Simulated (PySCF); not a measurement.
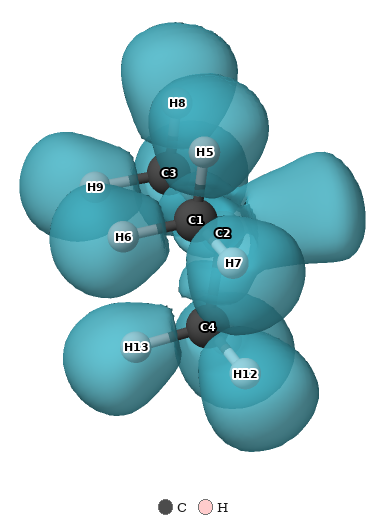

The picture shows: C4H9 (SMILES C[C-](C)C) (charge −1). Isosurface of the electron localisation function at 0.75 (cyan), seen at an oblique angle. Core shells and regions of very low density are left out.

Geometry: PBE0-D3(BJ)/ma-def2-SVP.

All numbers below come from PySCF 2.14.0, density-fitted response routines, DFT single point, gas phase, functional PBE0.

Input

```
{"job": {"kind": "sp", "xc": "PBE0", "basis": "ma-def2-TZVP", "d3": "d3bj", "grid": 2}, "charge": -1, "multiplicity": 1}
C     -0.054728     1.362193    -0.532288
C      0.039853     0.106563     0.284452
C      1.239511    -0.685065    -0.147362
C     -1.201654    -0.713909     0.089725
H      0.840650     2.004539    -0.436205
H     -0.162163     1.147060    -1.650617
H     -0.927493     1.985859    -0.262528
H      2.187311    -0.127071    -0.029922
H      1.190880    -0.983084    -1.250731
H      1.352896    -1.631783     0.413303
H     -1.188063    -1.657961     0.665886
H     -2.122227    -0.173853     0.380166
H     -1.354495    -1.019943    -1.001817
```

Run with:

```sh
OMP_NUM_THREADS=1 python redox_run.py task.json out
```

**Where are the electrons localised?**

The surface consists of nine regions around hydrogen nuclei and one region on C in which the atom's valence shell and bonds are merged. Along the contacts the grid gives the following. C–C (1.50 Å): the ELF peaks at about 0.95 between the atoms; localised, covalent bonding. C–H (1.11 Å): the ELF climbs to about 1 towards the hydrogen, as it does in any bond to H; a covalent bond by its length.
